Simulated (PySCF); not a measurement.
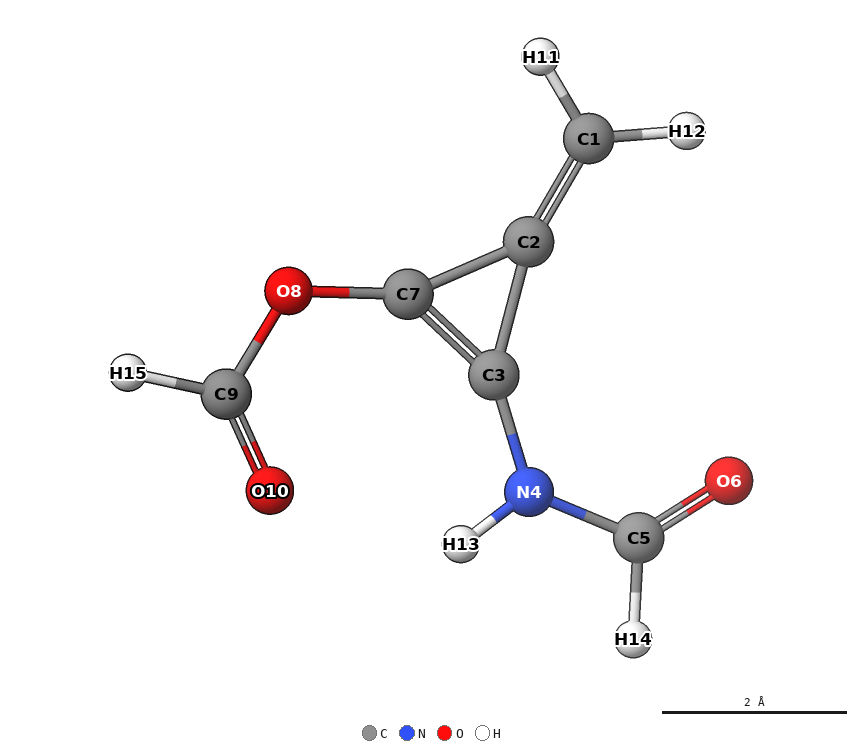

Numbered structure. Geometry: a frame of a GFN2-xTB molecular-dynamics simulation, not a minimum.

List the bonds and their lengths.

```tsv
bond	length (Å)	order
C1–C2	1.305	double
C1–H11	1.066	single
C1–H12	1.108	single
C2–C3	1.503	single
C2–C7	1.468	single
C3–N4	1.341	single
C3–C7	1.344	double
N4–C5	1.362	single
N4–H13	0.987	single
C5–O6	1.189	double
C5–H14	1.121	single
C7–O8	1.374	single
O8–C9	1.315	single
C9–O10	1.194	double
C9–H15	1.166	single
```
